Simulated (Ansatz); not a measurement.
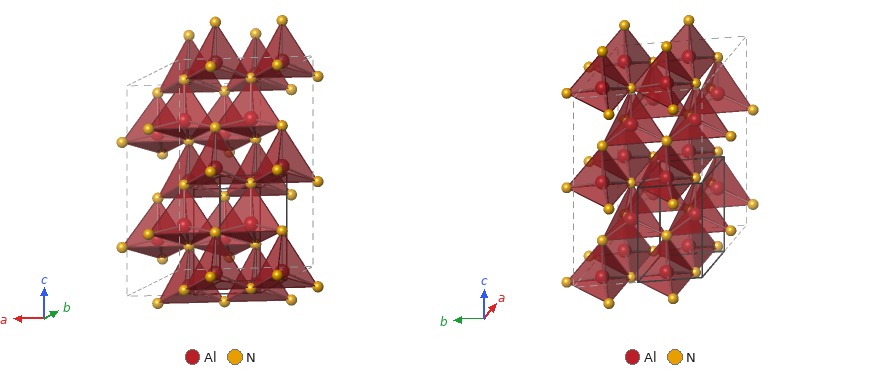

Polyhedra are drawn about Al (bonds: Al–N below 2.2 Å); other atoms are plain spheres. Two views of the same piece.

AlN (space group P6_3mc, No. 186): a calculation's input that goes back to an entry of the Crystallography Open Database (an earlier step may have relaxed or displaced it).

Question: What figure surrounds each Al atom, and what does it share with the other drawn polyhedra?

Answer: Al: AlN4 tetrahedron, sharing corners with twelve neighbours.

Question: What is the connectivity of the polyhedra: isolated, groups, chains, layers or framework?

Answer: They form a three-dimensional framework of corner-sharing tetrahedra.

Question: How far apart are the centres of linked polyhedra?

Answer: Centre to centre across a shared corner: 3.07 to 3.11 Å.
